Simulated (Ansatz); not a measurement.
**Li on Mo(110): change of the work function**

How does Li on the hollow site change the work function of Mo(110) as the layer fills?

Method: plane-wave DFT, PBE, Ansatz PAW, in Ansatz 0.2.0.

## (1) Set-up

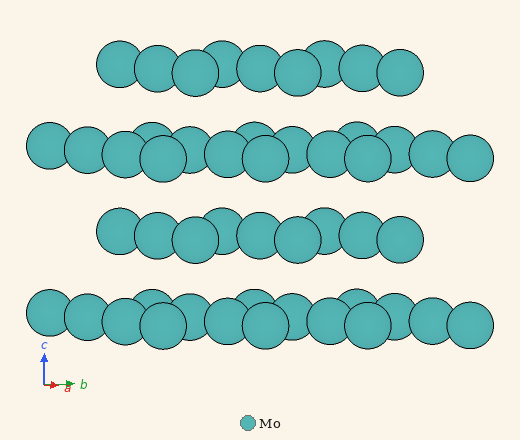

The cell as given, from the side, with the c axis up (molybdenum teal). 3×3×1 cells are drawn. Some periodic images of atoms are drawn too.

The cell holds 4 atoms: 4 Mo. Cell: a = 2.728 Å, b = 2.728 Å, c = 24.682 Å, α = 90.0°, β = 90.0°, γ = 70.5°. Vacuum lies along c.

## (2) The clean slab

The bare slab comes first, as the zero from which every change is counted. The two lowest layers are held at bulk places and the upper ones relax. The dipole correction removes the false field that a one-sided slab makes across the periodic vacuum, so each face gets a flat vacuum level of its own.

File input.yaml:

```yaml
crystal:
  lattice:
    - [2.2273863607, -1.575, 0.0]
    - [2.2273863607, 1.575, 0.0]
    - [0.0, 0.0, 24.6821590822]
  atoms:
    - { symbol: Mo, position: [0.0, 0.0, 0.3646358477] }
    - { symbol: Mo, position: [0.5, 0.5, 0.4548786159] }
    - { symbol: Mo, position: [0.0, 0.0, 0.5451213841] }
    - { symbol: Mo, position: [0.5, 0.5, 0.6353641523] }
kpoints:
  mp_grid: { grid: [12, 12, 1] }
hamiltonian:
  xc: pbe
scf:
  occupations: { method: fermi_dirac, width: 0.1 }
  convergence: { dr2_threshold: 1.0e-08 }
efield:
  axis: 3
  dipole_correction: true
  ramp_position: 0.97
  ramp_width: 0.06
relax:
  f_tol: 0.02
  max_steps: 60
  constraints: [{ sites: [0, 1] }]
output:
  write_potential: true
  write_density: true
  volumetric_format: npy
```

Started as:

```bash
$ ansatz run input.yaml --threads 4 --pin off --max-ram 16384MiB --backend cpu --events-out ev --progress --plain --runs-dir out
```

Numbers of over 12 decimals in the logs are rounded to 6 here.

Output:

```text
Engine: ansatz 0.2.0, aarch64-unknown-linux-gnu
Pseudopotentials: kind: paw
Pseudopotential: Mo, paw, valence charge 14, recommended cutoff 420 eV (normal), Mo.paw.azcp
Functional definition: PBE
  parameter kappa = 0.804
  parameter beta = 0.066725
  exchange = pbe_x(kappa = kappa, mu = beta*pi^2/3)
  correlation = pbe_c(beta = beta)
Crystal: 4 atoms, lattice volume = 173.177 Å³
Basis set: ecut = 420 eV, 3445 PW (Γ), exchange–correlation on 40×40×360 points (8 copies of the dense FFT grid, shifted against one another)
Bands: 34, of which v1, the nominal top of the filled ones, is band 28 counted from 1 (27 counted from 0)
Symmetry: 4 space group operations
k-points: 43 of 144
Non-local potential: Mo, projectors of the file, l = 0: 3, l = 1: 2, l = 2: 2, l = 3: 1
PAW form: soft (Blöchl's): semilocal exchange-correlation on the pseudo side does not see the compensation charge
PAW one-centre angular grid: Mo, 590 points (default); XC on 64 Gauss nodes
Initial density: superposition of atomic densities (neutral atoms: chi_scale 0, normalization atom), corrected by the library's trained network
Initial wavefunctions: pseudopotential atomic-orbital guess
Functional: x = pbe(κ = 0.804, μ = 0.219515), c = pbe(β = 0.066725)
SCF iter   1: F=—  HF=-19821.647128 eV  |F-HF|=—  |Δ(HF+E_count)|=         —  Δρ=3.78e-3  dr2=1.40e-1  ethr=1.77e-3  p=-0.000 e·Å  D=-4.77e-14 V/Å  ΔV_dip=0.00 eV  dr2_dipole=1.17e-6  V_vac-E_F(+/−)=4.86/4.86 eV  ⟨swp⟩=8.9  Hψ=15645  notcnv=0  defer=5
efield: sawtooth ramp at fractional position 0.9700 (set: `efield.ramp_position`, or a place that a band, a saddle search or an elastic batch's reference lends), width 0.0600; the density the first Hamiltonian is built on has a dipole p = -0.000 e·Å; the dipole correction subtracts the counter field D = -4.77e-14 V/Å, which shifts the + side's vacuum level by +0.00 eV against the − side's; the planar-averaged density in the ramp window peaks in size at 1.4e-5 e/Å³
automatic band count: the SCF goes on with 40 bands, as 34 were too few: the levels above may hold too much charge
preconditioner: auto → LDOS  [metal: Δε(μ)=0.026 eV  Ē_g=5.170 eV  σ=0.100 eV  W_gap=0.07  n_scr=16 (ndim 8)  ℏωp=13.8 eV  f_vac=0.563  D(μ)=3.57/eV (n_scr^D=14)  β→1.0]
SCF iter   2: F=—  HF=-19821.643445 eV  |F-HF|=—  |Δ(HF+E_count)|=   3.68e-3  Δρ=1.93e-3  dr2=1.96e-2  ethr=2.50e-4  p=0.000 e·Å  D=4.94e-6 V/Å  ΔV_dip=-0.00 eV  dr2_dipole=1.04e-6  V_vac-E_F(+/−)=4.70/4.70 eV  ⟨swp⟩=2.1  Hψ=2763  notcnv=0  defer=21
SCF iter   3: F=—  HF=-19821.641432 eV  |F-HF|=—  |Δ(HF+E_count)|=   2.01e-3  Δρ=5.02e-4  dr2=1.45e-3  ethr=3.50e-5  p=0.000 e·Å  D=3.71e-6 V/Å  ΔV_dip=-0.00 eV  dr2_dipole=1.26e-7  V_vac-E_F(+/−)=4.72/4.72 eV  ⟨swp⟩=2.2  Hψ=2388  notcnv=0  defer=21
SCF iter   4: F=—  HF=-19821.641192 eV  |F-HF|=—  |Δ(HF+E_count)|=   2.41e-4  Δρ=1.36e-4  dr2=7.48e-5  ethr=2.60e-6  p=0.000 e·Å  D=1.73e-6 V/Å  ΔV_dip=-0.00 eV  dr2_dipole=3.26e-8  V_vac-E_F(+/−)=4.71/4.71 eV  ⟨swp⟩=3.0  Hψ=2598  notcnv=0  defer=21
SCF iter   5: F=—  HF=-19821.641212 eV  |F-HF|=—  |Δ(HF+E_count)|=   2.06e-5  Δρ=3.96e-5  dr2=6.14e-6  ethr=1.34e-7  p=0.000 e·Å  D=1.84e-7 V/Å  ΔV_dip=-0.00 eV  dr2_dipole=7.59e-10  V_vac-E_F(+/−)=4.70/4.70 eV  ⟨swp⟩=2.6  Hψ=2473  notcnv=0  defer=21
SCF iter   6: F=—  HF=-19821.641292 eV  |F-HF|=—  |Δ(HF+E_count)|=   7.97e-5  Δρ=1.55e-5  dr2=8.69e-7  ethr=1.10e-8  p=-0.000 e·Å  D=-9.75e-8 V/Å  ΔV_dip=0.00 eV  dr2_dipole=2.59e-12  V_vac-E_F(+/−)=4.70/4.70 eV  ⟨swp⟩=2.1  Hψ=2413  notcnv=0  defer=21
SCF iter   7: F=—  HF=-19821.641293 eV  |F-HF|=—  |Δ(HF+E_count)|=   4.78e-7  Δρ=4.02e-6  dr2=7.38e-8  ethr=1.55e-9  p=-0.000 e·Å  D=-1.25e-7 V/Å  ΔV_dip=0.00 eV  dr2_dipole=3.69e-11  V_vac-E_F(+/−)=4.69/4.69 eV  ⟨swp⟩=2.1  Hψ=2303  notcnv=0  defer=21
SCF iter   8: F=-19821.641293 eV  HF=-19821.641293 eV  |F-HF|=4.27e-9  |Δ(HF+E_count)|=   8.39e-8  Δρ=1.47e-6  dr2=6.62e-9  ethr=1.79e-11  p=-0.000 e·Å  D=-2.43e-8 V/Å  ΔV_dip=0.00 eV  dr2_dipole=1.83e-12  V_vac-E_F(+/−)=4.69/4.69 eV  ⟨swp⟩=10.7  Hψ=11440  notcnv=0
SCF 1 converged in 8 iterations: F = -19821.641293 eV  dr2 = 6.62e-9
  greatest PAW one-centre occupation: 0.998 electrons in one spin orbital (limit 2), on the Mo atom at site 0 (counted from 0), in its partial waves of l = 0
relax step   1: F+E_penalty+E_count = -19821.64129266 eV  Δ(F+E_penalty+E_count) = +0.000e0 eV  max|allowed force component| = 6.071e-1 eV/Å  Δτ_max = 0.0000 Å  (8 SCF iters, accepted)
Bands: 40, of which v1, the nominal top of the filled ones, is band 28 counted from 1 (27 counted from 0)
Initial density: handed on by an earlier stage of this run
Initial wavefunctions: those handed on with the density
iter 1 solved again at ethr=6.81e-4 eV; its pass at ethr=3.10e-3 eV (dr2=3.81e-1 eV) is discarded
SCF iter   1: F=—  HF=-19821.655302 eV  |F-HF|=—  |Δ(HF+E_count)|=         —  Δρ=9.01e-3  dr2=3.79e-1  ethr=6.81e-4  p=0.000 e·Å  D=7.11e-7 V/Å  ΔV_dip=-0.00 eV  dr2_dipole=2.16e-3  V_vac-E_F(+/−)=4.71/4.71 eV  ⟨swp⟩=1.6  Hψ=6582  notcnv=0  defer=26
efield: sawtooth ramp at fractional position 0.9700 (set: `efield.ramp_position`, or a place that a band, a saddle search or an elastic batch's reference lends), width 0.0600; the density the first Hamiltonian is built on has a dipole p = 0.000 e·Å; the dipole correction subtracts the counter field D = 7.11e-7 V/Å, which shifts the + side's vacuum level by -0.00 eV against the − side's; the planar-averaged density in the ramp window peaks in size at 3.6e-6 e/Å³
preconditioner: auto → LDOS  [metal: Δε(μ)=0.032 eV  Ē_g=5.280 eV  σ=0.100 eV  W_gap=0.08  n_scr=16 (ndim 8)  ℏωp=13.8 eV  f_vac=0.569  D(μ)=3.64/eV (n_scr^D=14)  β→1.0]
SCF iter   2: F=—  HF=-19821.637650 eV  |F-HF|=—  |Δ(HF+E_count)|=   1.77e-2  Δρ=4.01e-3  dr2=1.08e-1  ethr=6.78e-4  p=0.007 e·Å  D=7.44e-3 V/Å  ΔV_dip=-0.18 eV  dr2_dipole=1.22e-3  V_vac-E_F(+/−)=4.51/4.69 eV  ⟨swp⟩=2.3  Hψ=2710  notcnv=0  defer=26
SCF iter   3: F=—  HF=-19821.629266 eV  |F-HF|=—  |Δ(HF+E_count)|=   8.38e-3  Δρ=1.79e-3  dr2=1.82e-2  ethr=1.92e-4  p=0.006 e·Å  D=6.37e-3 V/Å  ΔV_dip=-0.16 eV  dr2_dipole=2.87e-4  V_vac-E_F(+/−)=4.55/4.71 eV  ⟨swp⟩=2.4  Hψ=3010  notcnv=0  defer=26
SCF iter   4: F=—  HF=-19821.625514 eV  |F-HF|=—  |Δ(HF+E_count)|=   3.75e-3  Δρ=4.20e-4  dr2=7.00e-4  ethr=3.26e-5  p=0.007 e·Å  D=7.29e-3 V/Å  ΔV_dip=-0.18 eV  dr2_dipole=1.75e-5  V_vac-E_F(+/−)=4.52/4.70 eV  ⟨swp⟩=3.0  Hψ=2790  notcnv=0  defer=26
[...]
SCF iter   2: F=—  HF=-19821.665870 eV  |F-HF|=—  |Δ(HF+E_count)|=   3.93e-3  Δρ=2.32e-3  dr2=4.41e-2  ethr=1.98e-4  p=0.006 e·Å  D=6.20e-3 V/Å  ΔV_dip=-0.15 eV  dr2_dipole=3.08e-3  V_vac-E_F(+/−)=4.55/4.71 eV  ⟨swp⟩=2.0  Hψ=2812  notcnv=0  defer=26
SCF iter   3: F=—  HF=-19821.662933 eV  |F-HF|=—  |Δ(HF+E_count)|=   2.94e-3  Δρ=8.29e-4  dr2=4.40e-3  ethr=7.87e-5  p=0.006 e·Å  D=6.03e-3 V/Å  ΔV_dip=-0.15 eV  dr2_dipole=6.38e-4  V_vac-E_F(+/−)=4.55/4.70 eV  ⟨swp⟩=2.0  Hψ=2291  notcnv=0  defer=26
SCF iter   4: F=—  HF=-19821.662283 eV  |F-HF|=—  |Δ(HF+E_count)|=   6.51e-4  Δρ=2.74e-4  dr2=4.17e-4  ethr=7.86e-6  p=0.005 e·Å  D=5.31e-3 V/Å  ΔV_dip=-0.13 eV  dr2_dipole=6.02e-5  V_vac-E_F(+/−)=4.57/4.70 eV  ⟨swp⟩=3.5  Hψ=3106  notcnv=0  defer=26
SCF iter   5: F=—  HF=-19821.662246 eV  |F-HF|=—  |Δ(HF+E_count)|=   3.68e-5  Δρ=7.82e-5  dr2=1.95e-5  ethr=7.45e-7  p=0.005 e·Å  D=5.03e-3 V/Å  ΔV_dip=-0.12 eV  dr2_dipole=1.51e-6  V_vac-E_F(+/−)=4.57/4.70 eV  ⟨swp⟩=2.5  Hψ=2546  notcnv=0  defer=26
SCF iter   6: F=—  HF=-19821.662253 eV  |F-HF|=—  |Δ(HF+E_count)|=   7.25e-6  Δρ=2.97e-5  dr2=1.84e-6  ethr=3.47e-8  p=0.005 e·Å  D=4.92e-3 V/Å  ΔV_dip=-0.12 eV  dr2_dipole=6.05e-9  V_vac-E_F(+/−)=4.57/4.70 eV  ⟨swp⟩=2.1  Hψ=2333  notcnv=0  defer=26
SCF iter   7: F=—  HF=-19821.662328 eV  |F-HF|=—  |Δ(HF+E_count)|=   7.45e-5  Δρ=1.27e-5  dr2=5.17e-7  ethr=3.28e-9  p=0.005 e·Å  D=4.84e-3 V/Å  ΔV_dip=-0.12 eV  dr2_dipole=2.83e-8  V_vac-E_F(+/−)=4.58/4.70 eV  ⟨swp⟩=2.1  Hψ=2436  notcnv=0  defer=26
SCF iter   8: F=—  HF=-19821.662328 eV  |F-HF|=—  |Δ(HF+E_count)|=   8.29e-8  Δρ=2.78e-6  dr2=3.22e-8  ethr=9.24e-10  p=0.005 e·Å  D=4.83e-3 V/Å  ΔV_dip=-0.12 eV  dr2_dipole=1.60e-9  V_vac-E_F(+/−)=4.58/4.70 eV  ⟨swp⟩=2.8  Hψ=3061  notcnv=0  defer=26
SCF iter   9: F=-19821.662328 eV  HF=-19821.662328 eV  |F-HF|=6.62e-9  |Δ(HF+E_count)|=   1.90e-8  Δρ=8.02e-7  dr2=1.26e-9  ethr=1.79e-11  p=0.005 e·Å  D=4.82e-3 V/Å  ΔV_dip=-0.12 eV  dr2_dipole=8.06e-15  V_vac-E_F(+/−)=4.58/4.70 eV  ⟨swp⟩=10.1  Hψ=11130  notcnv=0
SCF 3 converged in 9 iterations: F = -19821.662328 eV  dr2 = 1.26e-9
relax step   3: F+E_penalty+E_count = -19821.66232783 eV  Δ(F+E_penalty+E_count) = -2.104e-2 eV  max|allowed force component| = 1.718e-1 eV/Å  Δτ_max = 0.0695 Å  (9 SCF iters, accepted)
SCF iter   1: F=—  HF=-19821.663916 eV  |F-HF|=—  |Δ(HF+E_count)|=         —  Δρ=8.39e-4  dr2=3.50e-3  ethr=6.23e-5  p=0.005 e·Å  D=4.82e-3 V/Å  ΔV_dip=-0.12 eV  dr2_dipole=1.17e-4  V_vac-E_F(+/−)=4.57/4.69 eV  ⟨swp⟩=2.4  Hψ=3395  notcnv=0  defer=26
efield: sawtooth ramp at fractional position 0.9700 (set: `efield.ramp_position`, or a place that a band, a saddle search or an elastic batch's reference lends), width 0.0600; the density the first Hamiltonian is built on has a dipole p = 0.005 e·Å; the dipole correction subtracts the counter field D = 4.82e-3 V/Å, which shifts the + side's vacuum level by -0.12 eV against the − side's; the planar-averaged density in the ramp window peaks in size at 4.2e-6 e/Å³
preconditioner: auto → LDOS  [metal: Δε(μ)=0.010 eV  Ē_g=5.198 eV  σ=0.100 eV  W_gap=0.02  n_scr=16 (ndim 8)  ℏωp=13.8 eV  f_vac=0.567  D(μ)=3.47/eV (n_scr^D=14)  β→1.0]
SCF iter   2: F=—  HF=-19821.663778 eV  |F-HF|=—  |Δ(HF+E_count)|=   1.38e-4  Δρ=4.26e-4  dr2=1.37e-3  ethr=6.24e-6  p=0.004 e·Å  D=4.06e-3 V/Å  ΔV_dip=-0.10 eV  dr2_dipole=2.10e-5  V_vac-E_F(+/−)=4.60/4.70 eV  ⟨swp⟩=2.0  Hψ=2569  notcnv=0  defer=26
SCF iter   3: F=—  HF=-19821.663680 eV  |F-HF|=—  |Δ(HF+E_count)|=   9.75e-5  Δρ=1.70e-4  dr2=1.67e-4  ethr=2.44e-6  p=0.004 e·Å  D=4.18e-3 V/Å  ΔV_dip=-0.10 eV  dr2_dipole=3.14e-6  V_vac-E_F(+/−)=4.59/4.69 eV  ⟨swp⟩=2.0  Hψ=2242  notcnv=0  defer=26
SCF iter   4: F=—  HF=-19821.663648 eV  |F-HF|=—  |Δ(HF+E_count)|=   3.23e-5  Δρ=4.02e-5  dr2=5.53e-6  ethr=2.98e-7  p=0.004 e·Å  D=4.07e-3 V/Å  ΔV_dip=-0.10 eV  dr2_dipole=5.62e-7  V_vac-E_F(+/−)=4.60/4.70 eV  ⟨swp⟩=3.4  Hψ=3040  notcnv=0  defer=26
SCF iter   5: F=—  HF=-19821.663725 eV  |F-HF|=—  |Δ(HF+E_count)|=   7.67e-5  Δρ=1.23e-5  dr2=5.71e-7  ethr=9.88e-9  p=0.004 e·Å  D=3.99e-3 V/Å  ΔV_dip=-0.10 eV  dr2_dipole=4.19e-8  V_vac-E_F(+/−)=4.60/4.70 eV  ⟨swp⟩=2.7  Hψ=2627  notcnv=0  defer=26
SCF iter   6: F=—  HF=-19821.663725 eV  |F-HF|=—  |Δ(HF+E_count)|=   2.10e-7  Δρ=3.79e-6  dr2=5.79e-8  ethr=1.02e-9  p=0.004 e·Å  D=3.95e-3 V/Å  ΔV_dip=-0.10 eV  dr2_dipole=2.24e-9  V_vac-E_F(+/−)=4.60/4.70 eV  ⟨swp⟩=2.3  Hψ=2351  notcnv=0  defer=26
SCF iter   7: F=-19821.663725 eV  HF=-19821.663725 eV  |F-HF|=3.88e-9  |Δ(HF+E_count)|=   3.93e-8  Δρ=1.56e-6  dr2=8.52e-9  ethr=1.79e-11  p=0.004 e·Å  D=3.94e-3 V/Å  ΔV_dip=-0.10 eV  dr2_dipole=2.54e-10  V_vac-E_F(+/−)=4.60/4.70 eV  ⟨swp⟩=10.8  Hψ=11535  notcnv=0
SCF 4 converged in 7 iterations: F = -19821.663725 eV  dr2 = 8.52e-9
relax step   4: F+E_penalty+E_count = -19821.66372504 eV  Δ(F+E_penalty+E_count) = -1.397e-3 eV  max|allowed force component| = 6.160e-3 eV/Å  Δτ_max = 0.0105 Å  (7 SCF iters, accepted)
NSCF: frozen V_eff on 43 k-points
the band table was solved once a step of the walk had ended and its energy, with any forces and stress, was formed, with the checks that follow a solve (8320 applications of the Hamiltonian). They found nothing against the state; the energy, forces and stress were not computed again (output.eigenvalues in the input reference)
SCF converged after 7 iterations
Free energy (F): -19821.663725 eV
Harris-Foulkes:  -19821.663725 eV  (|F-HF|=3.88e-9)
Internal energy: -19821.546906 eV  (E = F + TS)
E sigma→0 (E₀):  -19821.605316 eV
Entropy (-TS):   -0.116819 eV (-29.205 meV/atom)
Fermi energy:    4.749028 eV
Dipole field:    D = 0.003959 V/Å  (p = 0.003789 e·Å, saw-weighted, corrected)
Work function:   Φ+ = 4.5981 eV   Φ− = 4.6959 eV
Levels:          The Fermi level and band energies are counted from a zero that moves with the ramp; work functions are not
--- Per-component energies (eV) ---
  E_band       = -1128.803101
  E_kinetic    = 1758.636077
  E_local      = -73076.344926  (includes V_loc(G=0)·N_el)
  E_nonlocal   = 573.008626
  E_hartree    = 35551.714988
  E_xc         = -730.509318
  E_vxc        = -911.323818  (∫ρ·V_xc dr)
  E_paw        = -12805.328642  (= ΣΔE_a)
  E_vpaw       = -576.218629  (= ΣTr[D̂ρ^β])
  E_aug_tail   = 0.000170  (compensation charges beyond the density's cutoff)
  E_efield     = 0.000007  (sawtooth field / dipole correction)
  E_vefield    = 0.002053  (∫n·V_field dr)
  E_ewald      = 28907.276112
  E_smearing   = -0.116819  (= −TS)
  E_closure    = -0.000000  (closes the sum)
  Σ components = -19821.663725   (vs F -19821.663725, Δ=0.00e0)
--- Forces (eV/Å), atoms counted from 1 ---
  atom   1  Mo     0.00000000     0.00000000     0.48968382
  atom   2  Mo     0.00000000    -0.00000000    -0.48732685
  atom   3  Mo     0.00000000    -0.00000000    -0.00615989
  atom   4  Mo     0.00000000     0.00000000     0.00374740
  max |Σ_I F_I| component: 5.55e-5 eV/Å
--- Band table (eV; the first three rows and the last of 43) ---
  k-point 0: bands = [... 24 lower, 3.2679, 3.3587, 3.5222, 3.7666, 4.8655, 5.1015, 5.8499, 5.9160, ... 8 higher]
  k-point 1: bands = [... 24 lower, 3.1262, 3.2374, 3.5562, 3.9741, 4.5550, 5.1890, 5.4643, 5.7715, ... 8 higher]
  k-point 2: bands = [... 24 lower, 2.9540, 3.0742, 3.7021, 3.9784, 4.4501, 4.6794, 5.6510, 5.7078, ... 8 higher]
  k-point 42: bands = [... 24 lower, 3.2412, 5.2680, 5.2859, 5.5507, 5.7353, 6.1980, 7.4154, 7.7054, ... 8 higher]
--- Relaxed structure (4 steps of the walk, 3 accepted, 0 SCFs on fresh bases) ---
  F+E_penalty+E_count = -19821.66372504 eV   max|allowed force component| = 6.160e-3 eV/Å
  atoms:
    - { symbol: Mo, position: [0.0, 0.0, 0.364636] }
    - { symbol: Mo, position: [0.500000, 0.500000, 0.454879] }
    - { symbol: Mo, position: [-3.9180990042764115e-19, 3.9180990042764115e-19, 0.546022] }
    - { symbol: Mo, position: [0.500000, 0.500000, 0.632974] }
```

Elapsed: 27 s, on 4 threads of Arm Neoverse V1, shared host; peak memory 0.58 GiB; 1.8 min of CPU time.

Step by step:

```
step  energy less that of the first step (eV)  largest force component (eV/Å)
   1                                   0.0000                          0.6071
   2                                   0.0156                          0.8030
   3                                  -0.0210                          0.1718
   4                                  -0.0224                          0.0062
```

Relaxation step 2 was tried and not accepted.

Forces are held to the 4 operations that the run works with; a distortion that breaks them can't arise in this run.

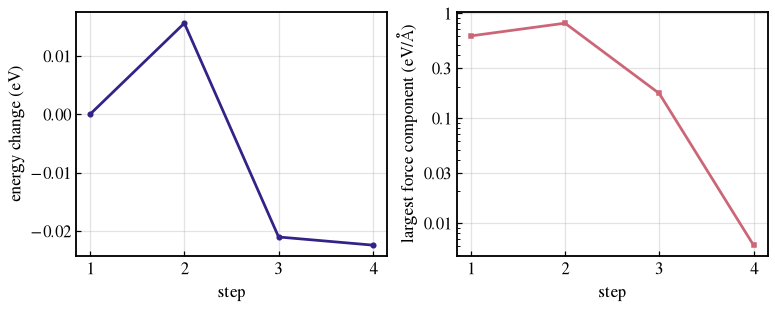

Energy and largest force along the relaxation.

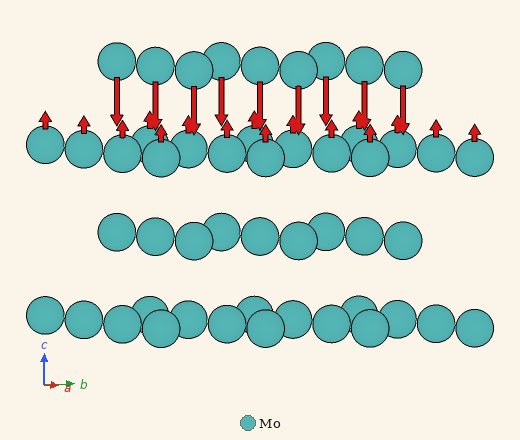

Displacements in the relaxation, exaggerated; the longest in the cell stands for 0.06 Å. 3×3×1 cells are drawn. Some periodic images of atoms are drawn too.

The atoms that moved most (Å):

```
atom     dx     dy      dz  length
 Mo4  0.000  0.000  -0.059   0.059
 Mo3  0.000  0.000   0.022   0.022
```

This step gave:

* energy at zero smearing: -19821.6053 eV
* work function, upper face: 4.598 eV
* work function, lower face: 4.696 eV
* dipole along the normal: 0.003789 e·Å
* step between the vacuum levels: -0.09771 eV

Running mean over 2.227 Å of the planar mean; the ramp of the sawtooth is left out. Electron's electrostatic potential energy less the Fermi level against z:

```
z (Å)  electron's electrostatic potential energy less the Fermi level (eV)
    4                                                                 4.69
    6                                                                 4.55
    8                                                                -5.98
   10                                                                -12.7
   12                                                                -12.7
   14                                                                -13.4
   16                                                                -11.5
   18                                                                 3.99
   20                                                                 4.59
```

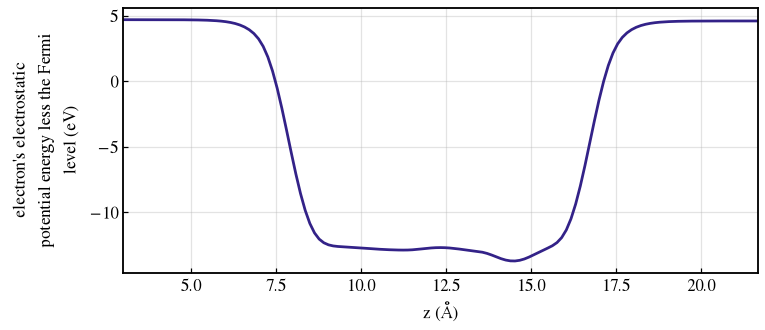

Electron's electrostatic potential energy less the Fermi level, plotted against z.

The relaxation took 4 steps and lowered the energy by 0.022 eV; the largest force on the free atoms ends at 0.0062 eV/Å.

The work function of the upper face is 4.60 eV.

(Continued in part 2 of 4.)

[Logs are printed without paths, hosts, clocks, repeated set-up lines and the standing remarks that a program may print on its own settings, such as how far it seeks lower states.]

[Hosts, paths, dates, database ids (printed as entryN), source tags and the programs' standing remarks are cut or masked in the printed files.]

[Maps of the electrostatic potential energy from Ansatz leave out the sawtooth potential of an applied field or a dipole correction, so their vacuum need not be flat; planar profiles and work functions include it.]
